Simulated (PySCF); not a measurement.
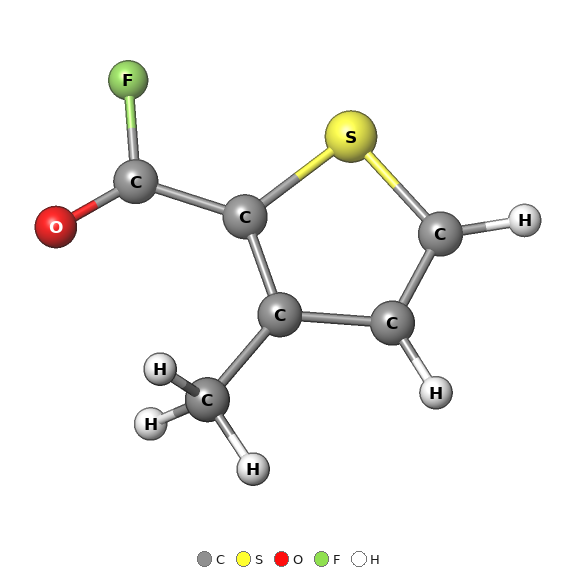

The computed structure is the end point of a GFN2-xTB optimisation. No frequency run is at hand to confirm it as a minimum. Method: PBE0/pcSseg-1, gas phase (PySCF 2.14.0).

> Give the HOMO energy (Kohn–Sham orbital) at this level.

−7.57 eV.

> Give the dipole moment at this level.

4.30 D.

> Estimate the LUMO energy (Kohn–Sham orbital).

−2.06 eV.
